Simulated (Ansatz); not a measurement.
**SiH4···GeH3 (doublet): density, localisation and related maps**

The calculation's input:

```
crystal:
  periodic: [false, false, false]
  atoms:
    - {symbol: H, position_ang: [0.139302, -0.669262, 0.448406]}
    - {symbol: Ge, position_ang: [-0.399565, 2.068284, -1.396627]}
    - {symbol: Si, position_ang: [0.367702, -1.885428, 1.271934]}
    - {symbol: H, position_ang: [-0.909612, 1.612212, -2.775415]}
    - {symbol: H, position_ang: [-1.458768, 2.911880, -0.664773]}
    - {symbol: H, position_ang: [0.929489, 2.834427, -1.522589]}
    - {symbol: H, position_ang: [1.522298, -2.643319, 0.726553]}
    - {symbol: H, position_ang: [0.654617, -1.487793, 2.673540]}
    - {symbol: H, position_ang: [-0.845563, -2.740901, 1.238970]}
basis:
  gaussian: {orbitals: def2-TZVPP}
magnetization: {spin_polarized: true, initial_magnetization: 1}
hamiltonian: {xc: pbe0, dispersion: d4}
output: {orbitals: {seedname: orbitals}}
```

Run with:

```sh
ansatz run in.yaml --threads 4 --pin off --events-out ev --progress --plain --max-ram 9574MiB
```

The product side of a reaction path; geometry: PBE0-D4/def2-TZVP.

Level of theory: Ansatz 0.2.0, UKS PBE0-D4/def2-TZVPP.

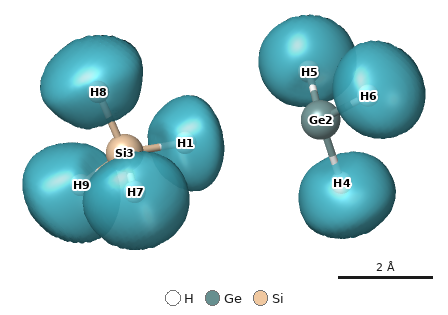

Figure 1. Isosurface of the ELF at 0.9 (cyan), seen at a tilt. Core shells and regions of very low density are left out.

**Describe the localisation domains.**

At this value the surface marks out seven regions around hydrogen nuclei.


Ge2···H1 (3.34 Å): the ELF dips to about 0.05 between them (a non-bonded, intermolecular contact). Si–H (1.48 Å): the ELF climbs to about 1 towards the hydrogen, as it does in any bond to H.

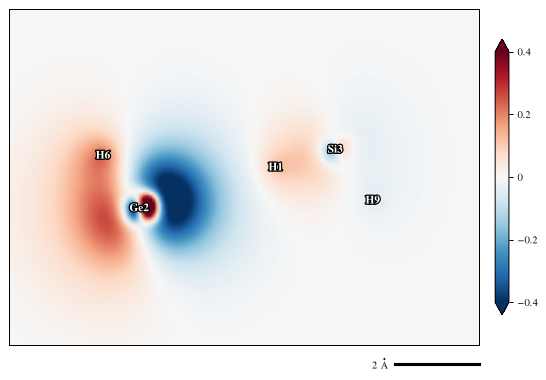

Figure 2. The HOMO (α) on the plane of atoms H1, Si3 and H9 (values in Å⁻³ᐟ²; the overall sign is arbitrary).

**Describe this orbital and give its energy.**

It lies mainly on Ge2 (about 80 %). Its energy is −6.23 eV.

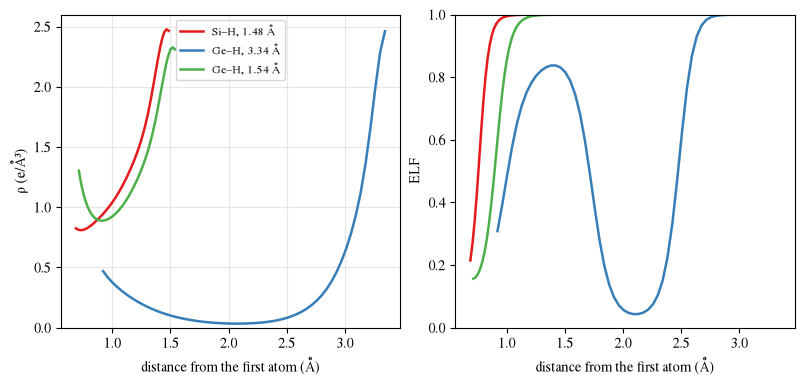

Figure 3. Total electron density and ELF along straight lines between neighbouring atoms. The curves leave out the atomic cores.

**What can be read from the curves?**

Si–H (1.48 Å): the density is about 0.81 e/Å³ at the midpoint; the ELF climbs to about 1 towards the hydrogen.
Ge2···H1 (3.34 Å): the density falls to about 0.03 e/Å³ on the way; the ELF dips to about 0.05 between them: a non-bonded, intermolecular contact.
Ge–H (1.54 Å): ρ is about 1 e/Å³ halfway; the ELF climbs to about 1 towards the hydrogen.

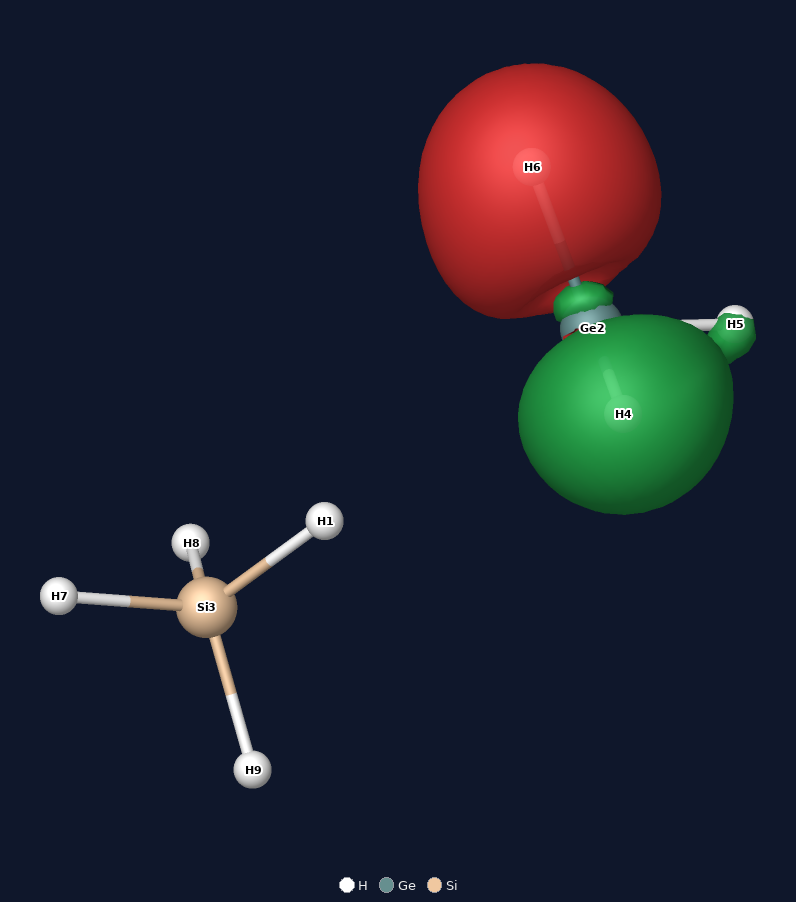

Figure 4. The HOMO (β) at ±0.15 Å⁻³ᐟ² (green and red are the two phases), seen at an oblique angle.

**Describe this orbital and give its energy.**

It lies mainly on Ge2 (about 45 %), H6 (about 30 %) and H4 (about 20 %). It is one of a degenerate set, so its orientation is arbitrary. Its energy is −9.63 eV.
